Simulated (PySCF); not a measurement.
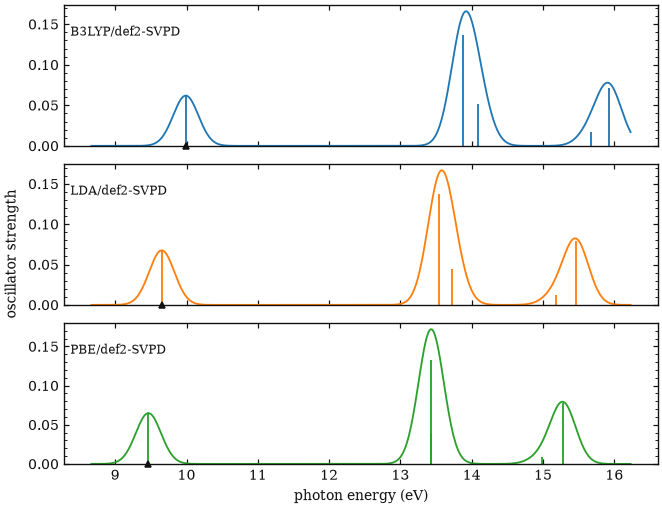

Vertical TDDFT spectra of HF at one geometry and several levels (PySCF, at a PBE0-D3(BJ)/def2-SVP geometry (no frequency check)); sticks with Gaussians of 1/e half-width 0.25 eV, the triangle marks S1, which has the same leading orbital pair at all these levels. Only the lowest states were computed, so the high end is incomplete. States within 0.01 eV of each other are merged, with their strengths summed. The highest state may be half of a pair whose partner wasn't computed.

### Order the levels by their S1 energy.

From lowest to highest: PBE/def2-SVPD 9.47 eV, LDA/def2-SVPD 9.65 eV, B3LYP/def2-SVPD 9.99 eV; a spread of 0.52 eV.

Caveats, for all or some of the runs: core orbitals are frozen in the response; states above the negative HOMO energy depend on the basis.
